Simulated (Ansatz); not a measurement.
# CH3ClF2Si: what the fields show

```csv
atom,x (Å),y (Å),z (Å)
Si,0.0009,0.0314,0.0131
Cl,-0.2662,-0.1928,2.0432
F,1.5848,0.1184,-0.2716
C,-0.8832,1.5321,-0.6197
H,-1.9650,1.4530,-0.4215
H,-0.5052,2.4396,-0.1206
H,-0.7335,1.6419,-1.7070
F,-0.5290,-1.3098,-0.7060
```

Level of theory: Ansatz 0.2.0, RKS PBE-D4/6-31G*.

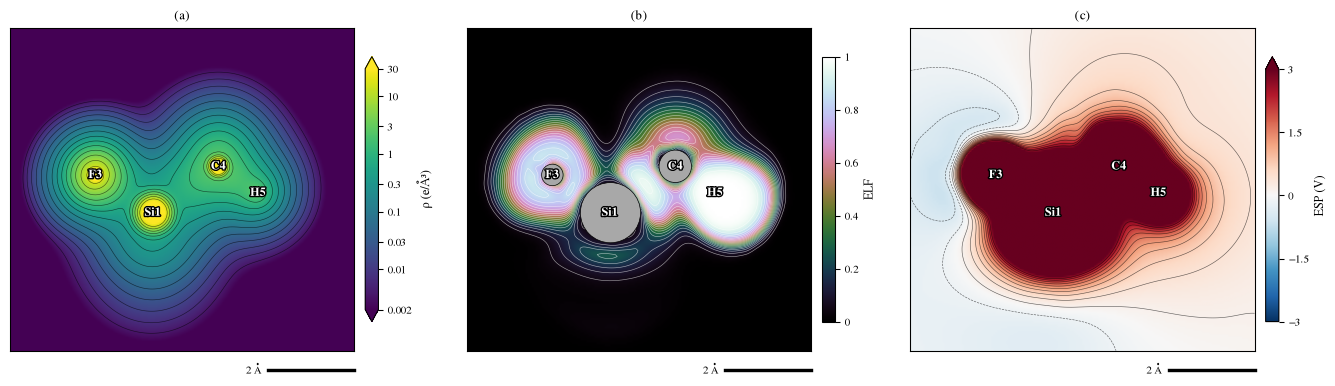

Figure 1. (a) total electron density; (b) ELF; (c) electrostatic potential on the plane of atoms Si1, C4 and H5. Grey discs cover the atomic cores in the ELF map.

**Read the bonding off the picture.**

Atoms in the plane: Si, F, C and H.
Si–F (1.61 Å): ρ is about 1.1 e/Å³ halfway; the ELF peaks at about 0.85 in the valence shell of F, 0.5 Å from its nucleus, and is about 0.35 at the midpoint.
C–Si (1.85 Å): ρ at the midpoint is about 1 e/Å³; the ELF peaks at about 0.95 between the atoms, as expected for a shared electron pair.
C–H (1.10 Å): ρ is about 1.9 e/Å³ halfway; the ELF climbs to about 1 towards the hydrogen, as it does in any bond to H; a covalent bond by its length.
The ELF also peaks beside F3, away from the bonds: lone-pair regions.
Outside the dense part of the molecule the potential is most negative (−0.6 V) near F3 and F8.

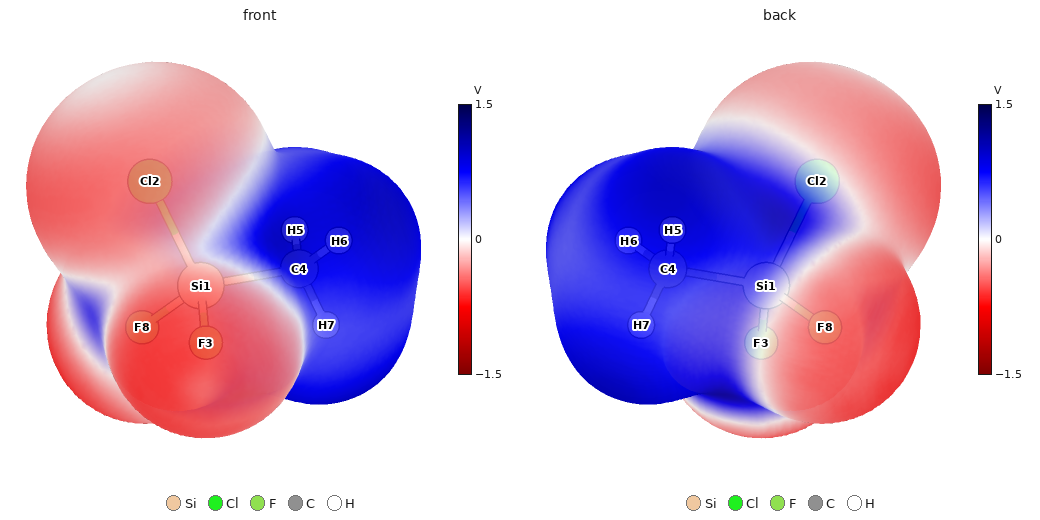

Figure 2. The electrostatic potential painted on the density surface at 0.001 e/bohr³, seen from the front and from behind; the colour scale runs from red (negative) to blue (positive).

**Which sites attract a positive test charge, and which a negative one?**

A positive charge is drawn to the negative regions and a negative charge to the positive ones. The most negative region (about −0.6 V) lies over F3 and F8, the most positive (about +1.0 V) over Si1, H5, H6 and H7.

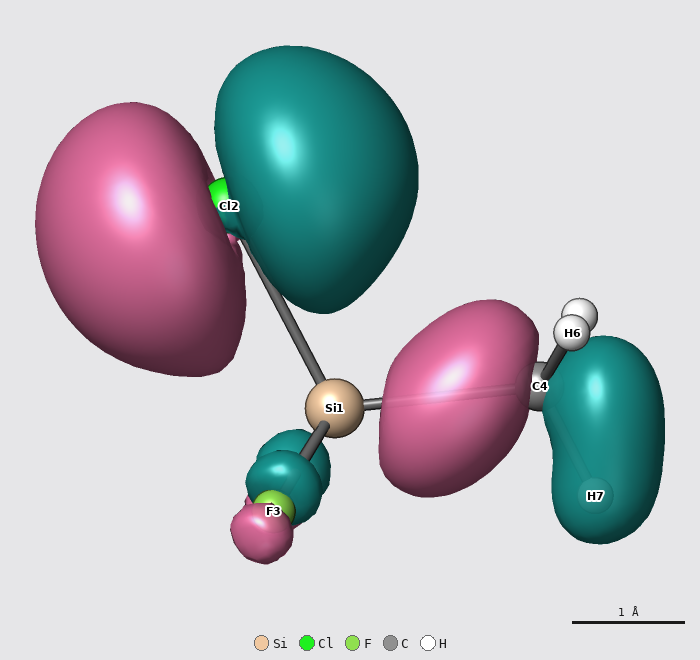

Figure 3. The HOMO at ±0.1 Å⁻³ᐟ² (teal and pink are the two phases), seen across its widest extent.

**Where does this orbital lie, and at what energy?**

Its weight (Hirshfeld) is mainly on Cl2 (about 75 %), C4 (about 10 %) and Si1 (about 10 %); largely a lone pair of Cl2. Its energy is −8.02 eV.
